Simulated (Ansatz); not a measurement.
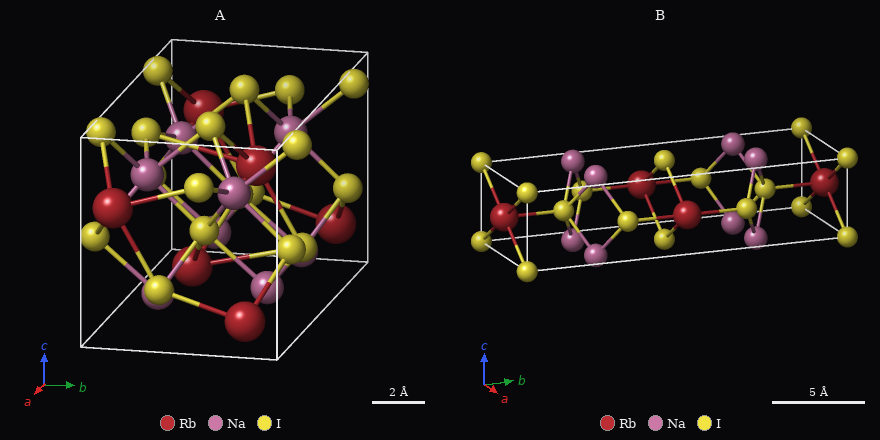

Two structures of RbNa2I3, each relaxed to rest (conventional cells in solid outline, small ones repeated, not to one scale). Method: DFT, PBEsol, plane waves, PAW in Ansatz, without spin polarisation.

Question: Which structures are these?

Answer: A: 24 atoms a cell on a base-centred orthorhombic lattice, Cmc2_1. B: 12 atoms a cell on a base-centred orthorhombic lattice, Cmmm.

Question: Which is the more stable form at this level of theory?

Answer: A is lower, by 171 meV/atom at this level of theory (energies at zero smearing). Volumes: A 41.0, B 47.6 Å³/atom.

One or both may be structure types tried for this composition rather than known phases.
